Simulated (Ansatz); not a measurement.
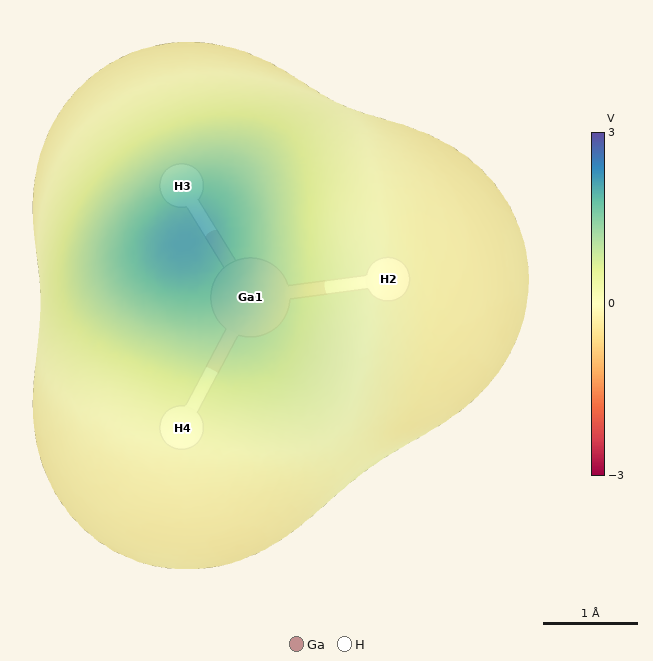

Figure. GaH₃. The molecular electrostatic potential painted on the density surface at 0.001 e/bohr³, seen at a tilt; the colour scale runs from red (negative) to blue (positive).

Computed with RKS PBE-D4/def2-SVP in Ansatz.

> Describe the electrostatic potential map.

The most negative region (about −0.3 V) lies over H2, H3 and H4, the most positive (about +2.1 V) over Ga1.
